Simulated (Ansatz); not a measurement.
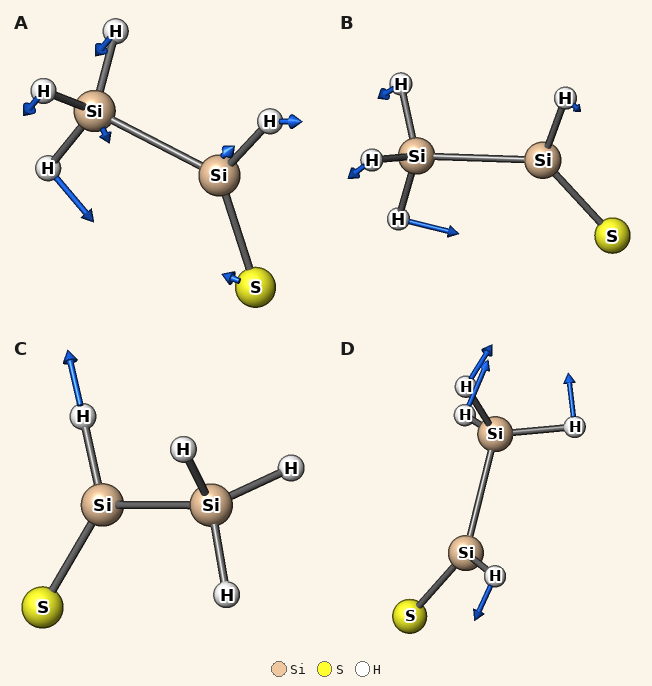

4 normal modes of one molecule or complex, as arrows. Harmonic vibrations computed with RKS PBE0-D4/def2-TZVP (Ansatz 0.2.0) at a stationary point of the same level.

Match the panels to the wavenumbers 136 cm⁻¹, 514 cm⁻¹, 870 cm⁻¹, 2177 cm⁻¹.

Answer. A: 136 cm⁻¹, angle bending
B: 514 cm⁻¹, H–Si–Si bending
C: 2177 cm⁻¹, Si–H stretching
D: 870 cm⁻¹, angle bending
